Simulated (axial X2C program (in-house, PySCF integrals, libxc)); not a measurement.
**GeP: EOM-IP-CCSD levels**

Wanted for GeP: EOM-IP-CCSD levels, at the two-component level.

The runs use an in-house X2C program for linear molecules on PySCF integrals; two-component X2C with atomic mean-field terms, Ge dyall-acv3z, P dyall-av3z.

All values are calculated.

### Step 1. Set-up

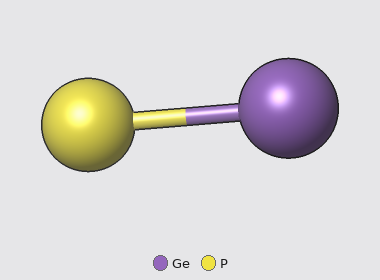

The two atoms at 2.130 Å (germanium purple, phosphorus yellow).

Input file task.json:

```json
{"zs": [32, 15], "q": 0, "bas": ["dyall-acv3z", "dyall-av3z"], "r0": 2.13, "eom": "ip", "rq": -1, "thr": -2.0, "nmax": 95, "grid": [1, 0.96, 1.045, 0.92, 1.09, 1.15]}
```

Keys: zs atomic numbers; q charge; bas basis sets; r0 starting distance in Å; eom kind of EOM run; thr threshold in hartree for freezing inner shells (an s shell follows its p shell); nmax most natural virtual spinors; grid distances as factors.

The run is started by

```sh
> python soeom.py task.json out
```

Nuclei are Gaussian, cores are contracted, and the Gaunt term is on.

### Step 2. EOM-IP-CCSD at 2.069 Å

Reference: the closed shell GeP⁻; 20 electrons correlated, 82 virtual spinors; roots sought by Ω: 1/2: 4, 3/2: 3, 5/2: 1.

Output:

```text
two-component X2C + atomic mean field  HF
basis functions 186  fitting functions 1019  grid points 5079
iter        total energy     max residual
   1      -2431.314734730     4.03e+00
   2      -2433.281732691     3.92e+00
   3      -2434.865402301     3.83e+00
   4      -2436.020777174     3.53e+00
   5      -2437.571716609     1.52e+00
   6      -2437.952644578     3.40e-01
   7      -2437.991366292     8.33e-02
   8      -2438.016073262     1.47e-01
   9      -2438.028068703     8.61e-02
  10      -2438.031073795     1.49e-02
  11      -2438.031809715     1.14e-02
  12      -2438.032010906     4.00e-03
  13      -2438.032083425     1.82e-03
  14      -2438.032105119     1.30e-03
  15      -2438.032111382     7.35e-04
  16      -2438.032113307     2.20e-04
  17      -2438.032113757     1.80e-04
  18      -2438.032113893     9.50e-05
  19      -2438.032113941     6.32e-05
  20      -2438.032113958     3.12e-05
  21      -2438.032113962     2.62e-05
  22      -2438.032113963     6.79e-06
  23      -2438.032113963     5.21e-06
  24      -2438.032113964     2.82e-06
  25      -2438.032113964     1.83e-06
converged
one-electron -3649.63410493  Coulomb 1191.02395023  exact exchange -101.41999938  xc functional 0.00000000  nuclear repulsion 122.76706682  atomic mean-field constant -0.76902670
correlated 20  virtual 268  natural virtual 82  E(MP2) -0.665327346  MP2 remainder -0.085539688
iter   CCSD correlation   residual
   1     -0.541709069   1.81e-01
   2     -0.558314687   7.38e-02
   3     -0.561759692   2.77e-02
   4     -0.561438187   9.20e-03
   5     -0.561559592   3.76e-03
   6     -0.561573522   8.93e-04
   7     -0.561566588   3.07e-04
   8     -0.561567393   1.04e-04
   9     -0.561567078   4.73e-05
  10     -0.561566946   2.07e-05
  11     -0.561566710   1.11e-05
  12     -0.561566819   5.19e-06
  13     -0.561566779   2.30e-06
  14     -0.561566783   9.95e-07
(T) -0.022143831  T1 0.0223  D1 0.0403  max T2 0.095
EOM-IP-CCSD roots
2*Omega      energy/Eh   energy/eV  one-particle weight
    1       0.10913444      2.9697      0.941
    1       0.11186253      3.0439      0.937
    1       0.26433540      7.1929      0.732
    1       0.28404156      7.7292      0.000
    3       0.10716815      2.9162      0.941
    3       0.28391094      7.7256      0.000
    3       0.30799970      8.3811      0.000
    5       0.30897665      8.4077      0.000
```

T1 in the output is the amplitude norm over the root of the electron number; divide by √2 for the Lee–Taylor value.

| Ω | vertical IE (eV) | above lowest (cm⁻¹) | spinor | weight |
| --- | --- | --- | --- | --- |
| 3/2 | 2.916 | 0 | 57% P pπ, 32% Ge pπ | 0.94 |
| 1/2 | 2.970 | 430 | 45% P pπ, 26% Ge pπ, 8% P pσ | 0.94 |
| 1/2 | 3.044 | 1030 | 32% P pσ, 31% Ge pσ, 11% P pπ | 0.94 |
| 1/2 | 7.193 | 34490 | 34% Ge sσ, 24% P pσ, 20% P sσ | 0.73 |

Wall time 25 s (1 thread of Arm Neoverse V1, shared host); peak memory 1.1 GiB.

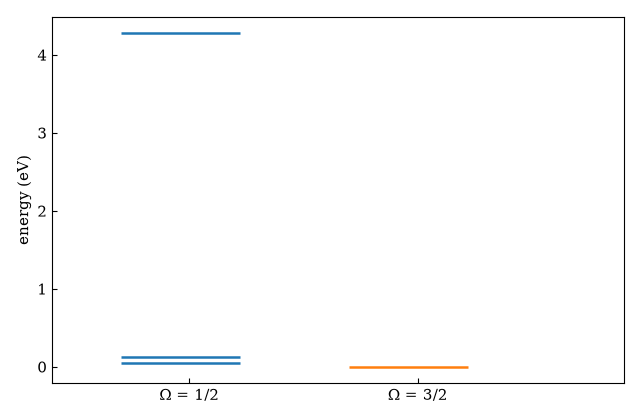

The roots by Ω, from the lowest.

### Step 3. EOM-IP-CCSD at 1.986 Å

| Ω | vertical IE (eV) | above lowest (cm⁻¹) | spinor | weight |
| --- | --- | --- | --- | --- |
| 1/2 | 2.949 | 0 | 36% P pσ, 36% Ge pσ, 12% Ge sσ | 0.94 |
| 3/2 | 3.045 | 770 | 56% P pπ, 32% Ge pπ | 0.94 |
| 1/2 | 3.120 | 1380 | 53% P pπ, 32% Ge pπ | 0.94 |
| 1/2 | 7.072 | 33250 | 31% Ge sσ, 26% P pσ, 20% P sσ | 0.77 |

Wall time 18 s (1 thread of Arm Neoverse V1, shared host); peak memory 1.1 GiB.

### Step 4. EOM-IP-CCSD at 2.162 Å

| Ω | vertical IE (eV) | above lowest (cm⁻¹) | spinor | weight |
| --- | --- | --- | --- | --- |
| 3/2 | 2.800 | 0 | 58% P pπ, 31% Ge pπ | 0.94 |
| 1/2 | 2.860 | 490 | 56% P pπ, 32% Ge pπ | 0.94 |
| 1/2 | 3.103 | 2450 | 42% P pσ, 38% Ge pσ, 9% Ge sσ | 0.94 |
| 1/2 | 7.314 | 36410 | 37% Ge sσ, 21% P pσ, 21% P sσ | 0.67 |

Run time: 22 s. Hardware: 1 thread of Arm Neoverse V1, shared host; peak memory 1.2 GiB.

### Step 5. EOM-IP-CCSD at 1.903 Å

| Ω | vertical IE (eV) | above lowest (cm⁻¹) | spinor | weight |
| --- | --- | --- | --- | --- |
| 1/2 | 2.861 | 0 | 37% Ge pσ, 35% P pσ, 14% Ge sσ | 0.94 |
| 3/2 | 3.194 | 2690 | 55% P pπ, 32% Ge pπ, 6% Ge dπ | 0.94 |
| 1/2 | 3.268 | 3290 | 54% P pπ, 33% Ge pπ | 0.94 |
| 1/2 | 6.943 | 32920 | 29% P pσ, 28% Ge sσ, 19% P sσ | 0.80 |

Run time: 20 s. Hardware: 1 thread of Arm Neoverse V1, shared host; peak memory 1.2 GiB.

### Step 6. EOM-IP-CCSD at 2.255 Å

| Ω | vertical IE (eV) | above lowest (cm⁻¹) | spinor | weight |
| --- | --- | --- | --- | --- |
| 3/2 | 2.702 | 0 | 60% P pπ, 31% Ge pπ | 0.94 |
| 1/2 | 2.761 | 480 | 57% P pπ, 33% Ge pπ | 0.94 |
| 1/2 | 3.153 | 3640 | 44% P pσ, 39% Ge pσ, 8% Ge sσ | 0.94 |

It took 17 s on 1 thread of Arm Neoverse V1, shared host; peak memory 1.2 GiB.

### Step 7. EOM-IP-CCSD at 2.379 Å

| Ω | vertical IE (eV) | above lowest (cm⁻¹) | spinor | weight |
| --- | --- | --- | --- | --- |
| 3/2 | 2.586 | 0 | 64% P pπ, 27% Ge pπ | 0.93 |
| 1/2 | 2.660 | 590 | 55% P pπ, 36% Ge pπ | 0.94 |
| 1/2 | 3.190 | 4870 | 46% P pσ, 40% Ge pσ | 0.94 |

Run time: 19 s. Hardware: 1 thread of Arm Neoverse V1, shared host; peak memory 1.2 GiB.

### Step 8. Curves of the states

Energies in eV from the lowest point of the lowest state; states are followed by energy order within each Ω.

| R (Å) | (1)Ω=3/2 | (1)Ω=1/2 | (2)Ω=1/2 |
| --- | --- | --- | --- |
| 1.903 | 0.7347 | 0.4010 | 0.8086 |
| 1.986 | 0.2563 | 0.1611 | 0.3316 |
| 2.069 | 0.0304 | 0.0839 | 0.1581 |
| 2.162 | 0.0000 | 0.0604 | 0.3035 |
| 2.255 | 0.1281 | 0.1878 | 0.5799 |
| 2.379 | 0.4437 | 0.5173 | 1.0473 |

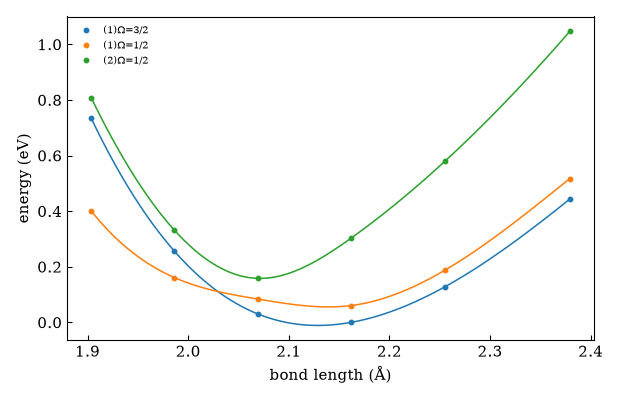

The states along the bond.

Constants where the minimum is well bracketed (masses 73.921 and 30.974 u):

| state | Te (cm⁻¹) | Re (Å) | ωe (cm⁻¹) |
| --- | --- | --- | --- |
| (1)Ω=3/2 | 0 | 2.129 | 515 |

### Step 9. Summary of results

| quantity | value |
| --- | --- |
| lowest root at 2.069 Å | Ω = 3/2, 2.916 eV |
| next root led by one particle | Ω = 1/2, about 430 cm⁻¹ higher |
| T1 of the reference | 0.016 |
| lowest state, Re and ωe | 2.129 Å, 515 cm⁻¹ |

**Reading.** Removing an electron from the reference determinant of GeP⁻ costs 2.92 eV and empties a spinor of 57% P pπ, 32% Ge pπ. Errors of 0.1 to 0.3 eV are usual at this size, and roots led by higher excitations are left out, so the list is incomplete, and low states of that kind can be missing. The bond is 0.058 Å longer than in the closed-shell reference at CCSD (2.071 Å).
